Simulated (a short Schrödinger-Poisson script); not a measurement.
Stack: gated Al0.33Ga0.67N/GaN polarisation-induced gas, at 400 K.

```
layer       material  thickness (nm)  Na (cm⁻³)
-----  -------------  --------------  ---------
1      Al0.33Ga0.67N              20          -
2                GaN            6000       4e14
```

Constants are typed, rounded textbook-type inputs, not results; the design itself was drawn at random and stands for no fabricated device. Al0.33Ga0.67N: permittivity 9.3, conduction-band edge (eV) 0.462, gap (eV) 4.09, electron mass (mₑ) 0.24, Nv at 300 K (cm⁻³) 4.6e19. GaN: permittivity 9.5, conduction-band edge (eV) 0, gap (eV) 3.43, Nv at 300 K (cm⁻³) 4.6e19.

Channel valleys (confinement mass, in-plane density-of-states mass, number): Γ 0.2, 0.2, 1. At the gate the conduction-band edge of layer 1 lies 1.27 eV − eVg above the Fermi level of the channel; the field vanishes at the back. Sheet of polarisation charge: +1.6e13 e/cm² at 20 nm from the gate. The barrier under the gate holds no holes. Gaps are held at their typed values at every temperature. Mesh 0.08 nm at interfaces.

From a short Schrödinger-Poisson script (our own, NumPy): 1D Poisson equation in equilibrium, electrons quantum, Hartree plus LDA exchange-correlation (BenDaniel-Duke, 40 states a valley, the channel's in-plane mass for all, wave functions free to enter the barrier), parabolic valleys, classical holes, full ionisation, no traps, pinning or gate leakage.

Only gate voltages with over 1e8 electrons/cm² are shown.

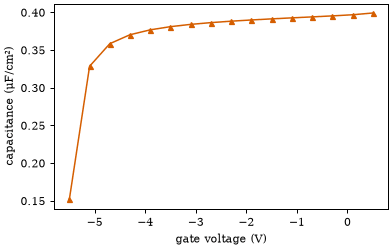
Quasi-static capacitance against gate voltage

```
Vg (V)  electrons (cm⁻²)  in the channel layer  C (μF/cm²)  Γ E0 (meV)  Γ E1 (meV)
------  ----------------  --------------------  ----------  ----------  ----------
0.5              1.42e13               1.28e13       0.399      -145.0        16.3
0.1              1.32e13               1.20e13       0.397      -134.9        20.4
-0.3             1.22e13               1.12e13       0.395      -124.5        24.5
-0.7             1.12e13               1.04e13       0.394      -114.0        28.5
-1.1             1.02e13               9.58e12       0.393      -103.3        32.5
-1.5             9.23e12               8.73e12       0.391       -92.3        36.5
-1.9             8.25e12               7.86e12       0.390       -81.1        40.7
-2.3             7.28e12               6.98e12       0.388       -69.5        44.9
-2.7             6.31e12               6.09e12       0.386       -57.4        49.3
-3.1             5.35e12               5.19e12       0.384       -44.7        54.0
-3.5             4.40e12               4.29e12       0.381       -30.9        59.3
-3.9             3.45e12               3.39e12       0.377       -15.6        65.3
-4.3             2.52e12               2.48e12       0.370         2.4        73.0
-4.7             1.60e12               1.59e12       0.358        25.8        84.1
-5.1             7.40e11               7.37e11       0.328        62.8       105.3
-5.5             6.24e10               6.24e10       0.152       168.3       188.6
```

Subbands count from the Fermi level.
